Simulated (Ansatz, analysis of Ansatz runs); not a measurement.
# Mg2TiO4 (Imma), V_O hop (2.7 Å): attempt frequency at charge +2

Aim: the prefactor of a hop in Mg2TiO4 (Imma) (V_O hop (2.7 Å), charge +2) from the modes of the moving atom at the start and at the top of a path found beforehand. Model: a cell of 56 host atoms with 1 O taken out.

Calculated with Ansatz 0.2.0; plane-wave PAW DFT, PBEsol; finite-difference force constants of the moving atom alone.

## (1) The structure

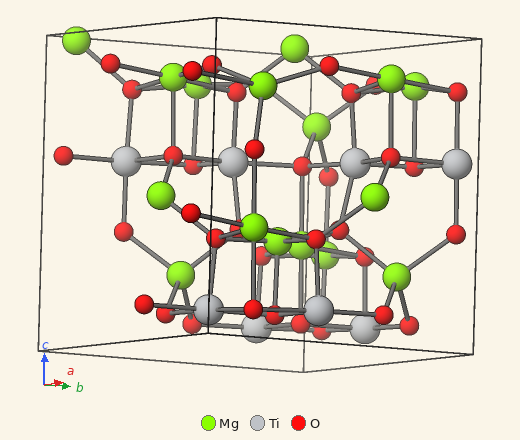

The starting structure, seen slightly off an axis (magnesium green, titanium light grey, oxygen red). Some periodic images of atoms are drawn too.

The cell holds 55 atoms: 16 Mg, 8 Ti and 31 O. Its edges and angles: a = 8.408 Å, b = 8.408 Å, c = 8.478 Å, α = 90.0°, β = 90.0°, γ = 89.7°. It derives from Mg2TiO4 (space group Imma). Nearest the centre at fractional (0.622, 0.510, 0.386): O35 at 1.25 Å, Ti24 at 1.65 Å, Mg8 at 1.70 Å, O28 at 2.29 Å, O39 at 2.33 Å, Mg12 at 2.52 Å, O52 at 2.55 Å, Ti20 at 2.73 Å. The cell carries charge +2.

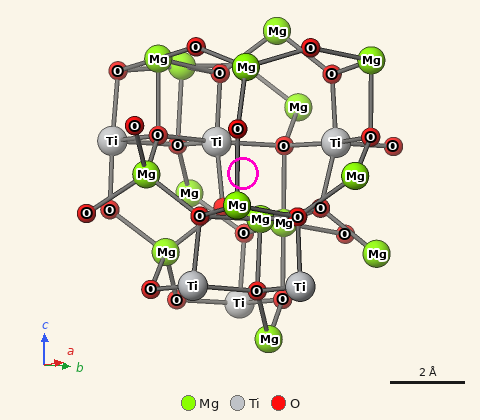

The atoms within 5 Å of the centre. A ring marks the centre wherever it is empty.

The cell's shortest repeat is 8.4 Å.

## (2) Vibrations of the moving atom at the start point

Harmonic transition-state theory takes the prefactor from the modes at the minimum and at the top. Only the moving atom is displaced, by 0.02 Å, which takes six displaced runs and a reference; the host's atoms are held.

qp2.start.modes/input.yaml reads:

```yaml
crystal:
  lattice:
    - [5.93160526, 5.95895149, 0.0]
    - [-5.93160526, 5.95895149, 0.0]
    - [0.0, 0.0, 8.47824647]
  atoms:
    - { symbol: Mg, position: [0.3768407, 0.37648988, 0.13655952] }
    - { symbol: Mg, position: [0.37770609, 0.8722088, 0.63980874] }
    - { symbol: Mg, position: [0.94573522, 0.30391195, 0.69997956] }
    - { symbol: Mg, position: [0.8735167, 0.87307456, 0.13658477] }
    - { symbol: Mg, position: [0.25471789, -0.00406262, 0.24829175] }
    - { symbol: Mg, position: [0.24751995, 0.50266531, 0.75577936] }
    - { symbol: Mg, position: [0.7477819, 0.00292828, 0.75587496] }
    - { symbol: Mg, position: [0.74973169, 0.50080787, 0.23073098] }
    - { symbol: Mg, position: [0.0003505, 0.24953314, 0.24399249] }
    - { symbol: Mg, position: [-0.0015572, 0.75298791, 0.74889577] }
    - { symbol: Mg, position: [0.49680961, 0.25140273, 0.74881914] }
    - { symbol: Mg, position: [0.50214527, 0.74778634, 0.2490115] }
    - { symbol: Mg, position: [0.13889425, 0.11177678, 0.87513463] }
    - { symbol: Mg, position: [0.11083472, 0.63126944, 0.3593371] }
    - { symbol: Mg, position: [0.61899591, 0.13943611, 0.3591817] }
    - { symbol: Mg, position: [0.6272951, 0.62285579, 0.85675229] }
    - { symbol: Ti, position: [0.24944845, 0.24069916, 0.49521061] }
    - { symbol: Ti, position: [0.2512408, 0.74626658, 0.0023697] }
    - { symbol: Ti, position: [0.74350366, 0.25082618, -0.0019697] }
    - { symbol: Ti, position: [0.74313732, 0.78815103, 0.49832928] }
    - { symbol: Ti, position: [0.00986183, 0.00049019, 0.49509924] }
    - { symbol: Ti, position: [-0.00060901, 0.50213444, -0.00240305] }
    - { symbol: Ti, position: [0.50410646, -0.00614876, 0.00182965] }
    - { symbol: Ti, position: [0.46210218, 0.50694785, 0.49815671] }
    - { symbol: O, position: [0.01596872, 0.23419153, 0.4900943] }
    - { symbol: O, position: [0.0136242, 0.73818152, 0.99854175] }
    - { symbol: O, position: [0.51210222, 0.23717292, 0.99838506] }
    - { symbol: O, position: [0.5159806, 0.73422643, 0.49786277] }
    - { symbol: O, position: [0.24029434, 0.0100072, 0.49795419] }
    - { symbol: O, position: [0.23848124, 0.51240712, 0.99909963] }
    - { symbol: O, position: [0.73767775, 0.01169336, 0.99928903] }
    - { symbol: O, position: [0.00874991, 0.00561492, 0.27233822] }
    - { symbol: O, position: [0.00711295, 0.51262146, 0.77296265] }
    - { symbol: O, position: [0.50480982, 0.00888056, 0.77493683] }
    - { symbol: O, position: [0.51773509, 0.50271505, 0.28211561] }
    - { symbol: O, position: [0.24431494, 0.24163194, 0.27228092] }
    - { symbol: O, position: [0.24127641, 0.74523682, 0.77498386] }
    - { symbol: O, position: [0.73737621, 0.24283544, 0.77315779] }
    - { symbol: O, position: [0.74735661, 0.73275531, 0.28217156] }
    - { symbol: O, position: [0.24170823, 0.26052291, 0.72446273] }
    - { symbol: O, position: [0.25999234, 0.7525141, 0.22932111] }
    - { symbol: O, position: [0.75946967, 0.26110514, 0.22389602] }
    - { symbol: O, position: [0.75517198, 0.75845631, 0.71788966] }
    - { symbol: O, position: [0.24880298, 0.49339385, 0.50012989] }
    - { symbol: O, position: [0.26873031, 0.98129136, 0.00902602] }
    - { symbol: O, position: [0.76213709, 0.48785901, -0.00401999] }
    - { symbol: O, position: [0.75689928, 1.00135597, 0.49995374] }
    - { symbol: O, position: [0.49212276, 0.49485473, 0.71755776] }
    - { symbol: O, position: [0.49768714, 0.99037454, 0.22898745] }
    - { symbol: O, position: [0.98926436, 0.4910437, 0.22362276] }
    - { symbol: O, position: [0.98974242, 1.00896889, 0.7244209] }
    - { symbol: O, position: [0.47935155, 0.2706859, 0.50204643] }
    - { symbol: O, position: [0.4916356, 0.75901826, 0.00220902] }
    - { symbol: O, position: [0.98716235, 0.26372112, -0.01357772] }
    - { symbol: O, position: [0.97944443, 0.7707468, 0.50218764] }
  symmetry: { detect: false }
total_charge: 2
basis:
  ecutwfc: 420
  xc_grid: 2
hamiltonian:
  xc: pbesol
kpoints:
  mp_grid: { grid: [1, 1, 1], shift: [0.25, 0.25, 0.25] }
scf:
  occupations: { method: fixed }
  max_iter: 150
phonons:
  supercell: [1, 1, 1]
  displaced_sites: [34]
  amplitude: 0.02
```

On the command line:

```sh
> ansatz run input.yaml --threads 4 --pin off --max-ram 14131MiB --backend cpu --events-out ev --progress --plain --runs-dir out
```

Numbers of over 12 decimals in the logs are rounded to 6 here.

Output:

```text
[... repeated set-up lines and file paths are left out, and long positions are rounded to six places ...]
Engine: ansatz 0.2.0, aarch64-unknown-linux-gnu
Pseudopotentials: kind: paw
Pseudopotential: Mg, paw, valence charge 10, recommended cutoff 420 eV (normal), Mg.paw.azcp
Pseudopotential: Ti, paw, valence charge 12, recommended cutoff 420 eV (normal), Ti.paw.azcp
Pseudopotential: O, paw, valence charge 6, recommended cutoff 420 eV (normal), O.paw.azcp
Functional definition: PBEsol
  exchange = pbesol_x
  correlation = pbesol_c
Crystal: 55 atoms, lattice volume = 599.347 Å³
Basis set: ecut = 420 eV, 11701 PW (Γ), exchange–correlation on 120×120×120 points (8 copies of the dense FFT grid, shifted against one another)
Bands: 275, of which v1, the nominal top of the filled ones, is band 220 counted from 1 (219 counted from 0)
Symmetry: 1 space group operations
k-points: 1
Non-local potential: Mg, projectors of the file, l = 0: 3, l = 1: 2, l = 2: 1
Non-local potential: Ti, projectors of the file, l = 0: 3, l = 1: 2, l = 2: 3, l = 3: 1
Non-local potential: O, projectors of the file, l = 0: 2, l = 1: 2, l = 2: 1
PAW form: soft (Blöchl's): semilocal exchange-correlation on the pseudo side does not see the compensation charge
PAW frozen core: Mg, regenerated for the run's functional, and the local potential with it (the file was generated under x = pbe(κ = 0.804, μ = 0.219515), c = pbe(β = 0.066725))
PAW frozen core: Ti, regenerated for the run's functional, and the local potential with it (the file was generated under x = pbe(κ = 0.804, μ = 0.219515), c = pbe(β = 0.066725))
PAW frozen core: O, regenerated for the run's functional, and the local potential with it (the file was generated under x = pbe(κ = 0.804, μ = 0.219515), c = pbe(β = 0.066725))
PAW one-centre angular grid: Mg, 110 points (default); XC on 64 Gauss nodes
PAW one-centre angular grid: Ti, 590 points (default); XC on 64 Gauss nodes
PAW one-centre angular grid: O, 110 points (default); XC on 64 Gauss nodes
Initial density: superposition of atomic densities (neutral atoms scaled as one to the charged cell's electrons: chi_scale 0, normalization atom), corrected by the library's trained network
Initial wavefunctions: pseudopotential atomic-orbital guess
Functional: x = pbesol(κ = 0.804, μ = 0.123457), c = pbesol(β = 0.046)
SCF iter   1: F=—  HF=-67868.849422 eV  |F-HF|=—  |Δ(HF+E_count)|=         —  Δρ=1.33e-2  dr2=1.04e0  ethr=1.77e-3  ⟨swp⟩=4.0  Hψ=940  notcnv=0  defer=51
preconditioner: auto → Resta (q_TF=auto, 2.591 Å⁻¹)  ε∞=5.5  [insulator: Δε(μ)=2.888 eV  Ē_g=11.255 eV  n_scr=178 (ndim 8)  ℏωp=23.9 eV  f_vac=0.057  ε∞_Penn≈5.5]
SCF iter   2: F=—  HF=-67868.630833 eV  |F-HF|=—  |Δ(HF+E_count)|=   2.19e-1  Δρ=6.56e-3  dr2=3.03e-1  ethr=2.36e-4  ⟨swp⟩=3.0  Hψ=448  notcnv=0  defer=51
SCF iter   3: F=—  HF=-67868.574267 eV  |F-HF|=—  |Δ(HF+E_count)|=   5.66e-2  Δρ=3.41e-3  dr2=1.04e-1  ethr=6.89e-5  ⟨swp⟩=2.0  Hψ=322  notcnv=0  defer=52
SCF iter   4: F=—  HF=-67868.541242 eV  |F-HF|=—  |Δ(HF+E_count)|=   3.30e-2  Δρ=9.00e-4  dr2=1.03e-2  ethr=2.36e-5  ⟨swp⟩=2.0  Hψ=322  notcnv=0  defer=53
SCF iter   5: F=—  HF=-67868.541185 eV  |F-HF|=—  |Δ(HF+E_count)|=   5.67e-5  Δρ=7.03e-4  dr2=3.79e-3  ethr=2.35e-6  ⟨swp⟩=2.0  Hψ=353  notcnv=0  defer=53
SCF iter   6: F=—  HF=-67868.541516 eV  |F-HF|=—  |Δ(HF+E_count)|=   3.31e-4  Δρ=3.51e-4  dr2=1.11e-3  ethr=8.62e-7  ⟨swp⟩=2.0  Hψ=371  notcnv=0  defer=52
SCF iter   7: F=—  HF=-67868.541980 eV  |F-HF|=—  |Δ(HF+E_count)|=   4.64e-4  Δρ=1.74e-4  dr2=2.45e-4  ethr=2.53e-7  ⟨swp⟩=2.0  Hψ=353  notcnv=0  defer=53
SCF iter   8: F=—  HF=-67868.542112 eV  |F-HF|=—  |Δ(HF+E_count)|=   1.32e-4  Δρ=9.61e-5  dr2=7.32e-5  ethr=5.57e-8  ⟨swp⟩=2.0  Hψ=375  notcnv=0  defer=49
SCF iter   9: F=—  HF=-67868.541296 eV  |F-HF|=—  |Δ(HF+E_count)|=   8.16e-4  Δρ=2.89e-5  dr2=8.47e-6  ethr=1.66e-8  ⟨swp⟩=2.0  Hψ=438  notcnv=0  defer=49
SCF iter  10: F=—  HF=-67868.541255 eV  |F-HF|=—  |Δ(HF+E_count)|=   4.10e-5  Δρ=1.48e-5  dr2=1.71e-6  ethr=1.92e-9  ⟨swp⟩=2.0  Hψ=374  notcnv=0  defer=49
[...]
SCF 1 converged in 15 iterations: F = -67868.541256 eV  dr2 = 8.02e-10
  greatest PAW one-centre occupation: 1.000 electrons in one spin orbital (limit 2), on the Mg atom at site 7 (counted from 0), in its partial waves of l = 0
Initial density: handed on by an earlier stage of this run
Initial wavefunctions: those handed on with the density
[...]
SCF 2 converged in 11 iterations: F = -67868.539263 eV  dr2 = 7.80e-11
[...]
SCF 3 converged in 8 iterations: F = -67868.539353 eV  dr2 = 3.32e-11
[...]
SCF 4 converged in 11 iterations: F = -67868.538630 eV  dr2 = 5.99e-11
[...]
SCF 5 converged in 7 iterations: F = -67868.538661 eV  dr2 = 8.18e-11
[...]
SCF 6 converged in 12 iterations: F = -67868.537671 eV  dr2 = 4.88e-11
iter 1 solved again at ethr=1.22e-9 eV; its pass at ethr=3.10e-3 eV (dr2=5.37e-6 eV) is discarded
SCF iter   1: F=—  HF=-67868.538661 eV  |F-HF|=—  |Δ(HF+E_count)|=         —  Δρ=4.73e-5  dr2=6.42e-6  ethr=1.22e-9  ⟨swp⟩=3.0  Hψ=886  notcnv=0  defer=49
SCF iter   2: F=—  HF=-67868.537793 eV  |F-HF|=—  |Δ(HF+E_count)|=   8.68e-4  Δρ=2.49e-5  dr2=1.13e-6  ethr=1.22e-9  ⟨swp⟩=2.0  Hψ=446  notcnv=0  defer=49
SCF iter   3: F=—  HF=-67868.537793 eV  |F-HF|=—  |Δ(HF+E_count)|=   3.51e-8  Δρ=1.33e-5  dr2=3.20e-7  ethr=2.57e-10  ⟨swp⟩=2.0  Hψ=427  notcnv=0  defer=49
SCF iter   4: F=—  HF=-67868.537793 eV  |F-HF|=—  |Δ(HF+E_count)|=   3.16e-8  Δρ=6.26e-6  dr2=1.64e-7  ethr=7.28e-11  ⟨swp⟩=2.0  Hψ=363  notcnv=0  defer=49
SCF iter   5: F=—  HF=-67868.537793 eV  |F-HF|=—  |Δ(HF+E_count)|=   2.37e-8  Δρ=1.30e-6  dr2=1.11e-8  ethr=3.72e-11  ⟨swp⟩=2.0  Hψ=348  notcnv=0  defer=49
SCF iter   6: F=—  HF=-67868.537793 eV  |F-HF|=—  |Δ(HF+E_count)|=  7.71e-10  Δρ=7.04e-7  dr2=2.90e-9  ethr=2.53e-12  ⟨swp⟩=2.0  Hψ=395  notcnv=0  defer=49
SCF iter   7: F=—  HF=-67868.537793 eV  |F-HF|=—  |Δ(HF+E_count)|=  4.95e-10  Δρ=4.67e-7  dr2=1.39e-9  ethr=1.00e-12  ⟨swp⟩=2.0  Hψ=337  notcnv=0  defer=49
SCF iter   8: F=—  HF=-67868.537793 eV  |F-HF|=—  |Δ(HF+E_count)|=  2.04e-10  Δρ=1.30e-7  dr2=1.02e-10  ethr=1.00e-12  ⟨swp⟩=2.0  Hψ=309  notcnv=0  defer=49
SCF iter   9: F=-67868.537793 eV  HF=-67868.537793 eV  |F-HF|=1.46e-11  |Δ(HF+E_count)|=    0.00e0  Δρ=5.42e-8  dr2=1.73e-11  ethr=1.00e-12  ⟨swp⟩=4.0  Hψ=717  notcnv=0
SCF 7 converged in 9 iterations: F = -67868.537793 eV  dr2 = 1.73e-11
SCF converged after 15 iterations
Free energy (F): -67868.541256 eV
Harris-Foulkes:  -67868.541256 eV  (|F-HF|=2.47e-10)
Internal energy: -67868.541256 eV  (E = F + TS)
E sigma→0 (E₀):  -67868.541256 eV
Fermi energy:    6.816820 eV
--- Per-component energies (eV) ---
  E_band       = -6781.823288
  E_kinetic    = 8859.014724
  E_local      = -43193.266198  (includes V_loc(G=0)·N_el)
  E_nonlocal   = 3052.992340
  E_hartree    = 15924.336346
  E_xc         = -3516.169832
  E_vxc        = -4499.607939  (∫ρ·V_xc dr)
  E_paw        = -17374.776815  (= ΣΔE_a)
  E_vpaw       = -2849.707089  (= ΣTr[D̂ρ^β])
  E_aug_tail   = 0.077770  (compensation charges beyond the density's cutoff)
  E_ewald      = -31623.900388
  E_core_change = 3.150796  (= ΣΔE_core)
  E_smearing   = -0.000000  (= −TS)
  E_closure    = -0.000000  (closes the sum)
  E_deformation_potential = 33.717015  (in the stress; not in F)
  Σ components = -67868.541256   (vs F -67868.541256, Δ=0.00e0)
--- Forces (eV/Å), atoms counted from 1 ---
  atom   1  Mg    -0.00112621     0.00242723    -0.00218341
  atom   2  Mg     0.00017812    -0.00023995    -0.00000343
  [... 5 atoms left out ...]
  atom   8  Mg     0.00181540     0.00069872    -0.00179762
  [... 3 atoms left out ...]
  atom  12  Mg    -0.00311431     0.00166328    -0.00305098
  [... 7 atoms left out ...]
  atom  20  Ti     0.00014730    -0.00178780    -0.00260282
  [... 3 atoms left out ...]
  atom  24  Ti     0.00085668    -0.00207510     0.00179650
  [... 3 atoms left out ...]
  atom  28  O     -0.00049945    -0.00017627     0.00069840
  [... 6 atoms left out ...]
  atom  35  O     -0.00179898    -0.00029955     0.00116501
  [... 3 atoms left out ...]
  atom  39  O      0.00039155    -0.00081198     0.00131439
  [... 2 atoms left out ...]
  atom  42  O     -0.00046158    -0.00128228    -0.00073550
  [... 5 atoms left out ...]
  atom  48  O     -0.00061150     0.00086040    -0.00089695
  [... 3 atoms left out ...]
  atom  52  O     -0.00075452    -0.00170738     0.00066316
  [... 3 atoms left out ...]
  max |Σ_I F_I| component: 2.87e-5 eV/Å
--- Band table (eV) ---
  k-point 0: bands = ["-65.1208", "-65.0515", "-65.0494", "-65.0046", [... 267 left out ...] "15.9328", "16.0508", "16.1047", "16.1647"]
--- Phonons: 6 displaced members + reference (amplitude 0.02 Å, Σ member SCF iterations 58) ---
  symmetry images taken by strict's conditions (phonons.symmetry_images: auto; settled by no image being taken that strict refuses)
  force constants formed among 1 of 55 sites (O 34); the other 54 at rest. The modes move the named sites alone.
  the frequencies, the zero-point energy and the sums are of the block with the acoustic sum rule laid on its rows. Row sums over every site: 5.8e-5 eV/Å² at the most
  transpose residual: 3.3e-3 eV/Å²
  largest component of a force at the reference: 1.8e-3 eV/Å on a named site, 6.7e-3 eV/Å on a site at rest
  frequencies among the named sites at Γ of the cell (cm⁻¹): 374.07 467.62 573.24
  unstable modes among the named sites: 0
  frequencies as built, with no sum rule (cm⁻¹): 374.07 467.62 573.24
  zero-point energy: 0.087715 eV/cell   skipped modes (ω ≤ 0): 0
  not written: the harmonic force-constant file, the file of eigenvectors (these modes' are written with the force constants), the density of states and the dispersion, which are of every site
```

Elapsed: 75 s, on 4 threads of Arm Neoverse V1, shared host; peak memory 1.2 GiB.

Numbers from this step:

* free energy: -67868.5413 eV
* frequencies of moving atom: 374.1, 467.6, 573.2 cm⁻¹ (negative: imaginary)

The three modes are 374, 468 and 573 cm⁻¹: all real, a minimum for this atom with the others held.

[end of part 1 of 2]

[Logs are printed without paths, hosts, clocks, repeated set-up lines and the standing remarks that a program may print on its own settings, such as how far it seeks lower states.]

[Hosts, paths, dates, database ids (printed as entryN), source tags and the programs' standing remarks are cut or masked in the printed files.]
